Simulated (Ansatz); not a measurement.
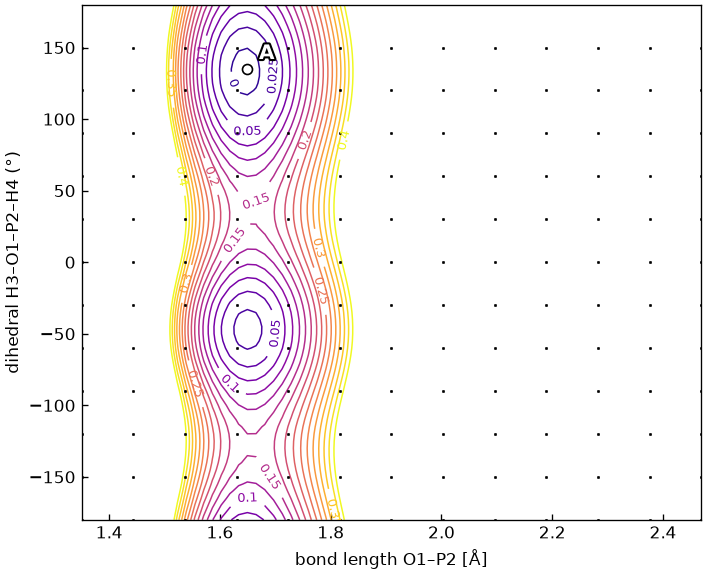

H₃OP, SMILES OP. The first coordinate is: bond length O1–P2; the second: dihedral H3–O1–P2–H4. Nothing is relaxed (all other coordinates rigid). Grid: 13 × 12 points. Points are written as (first, second). Energies are in eV, from the lowest grid point. The reference is spin-restricted, which grows unreliable where a bond is stretched far. Method: RKS r2SCAN0-D4/def2-TZVP (Ansatz).

The picture shows contour lines labelled in eV (none above 0.4), dots at the grid points, the point A. Between grid points the surface is interpolated.

Find the lowest pass out of the well at A.

The easiest path leads from the well at about (1.65 Å, 135°) to the well at about (1.65 Å, −45°), about 0.025 eV higher (on a rigid scan; wells that are mirror images or exchange like atoms can differ by this much). Its highest point lies about 0.16 eV above the bottom of the first well on the interpolated surface, at about (1.66 Å, −125°). Seen from the upper well the barrier is about 0.14 eV. The start is the relaxed structure and all else is held, so a fully relaxed path at this level can only be lower.

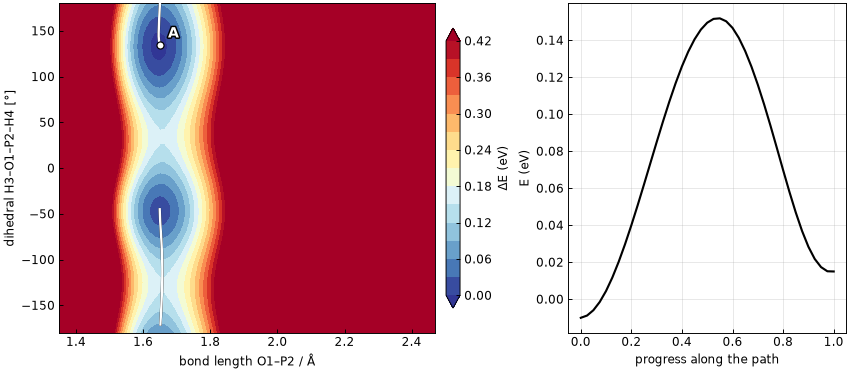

In the figure: filled contours, a line along the lowest path, one colour for all values above the top of the scale, the energy along the path at the right. Between grid points the surface is interpolated.
